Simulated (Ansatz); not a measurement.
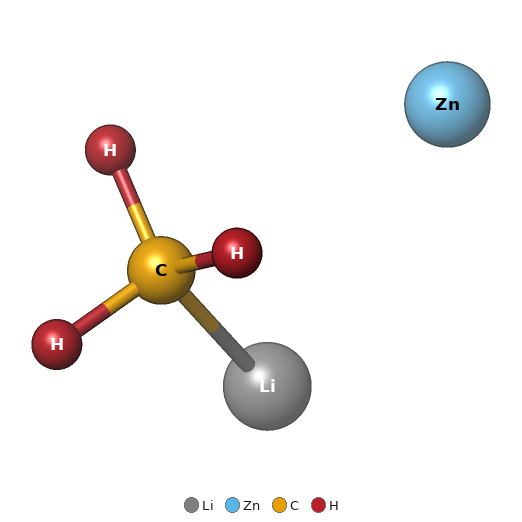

Atoms fade into the background with distance from the viewer. Computed geometry: PBE0-D4/def2-TZVP optimisation. No frequency run is at hand to confirm it as a minimum.

Question: List the symmetry elements and name the point group.

Answer: It has 1 mirror plane, so the point group is Cs. The group has 2 operations. The geometry is achiral, and symmetry allows a dipole moment.
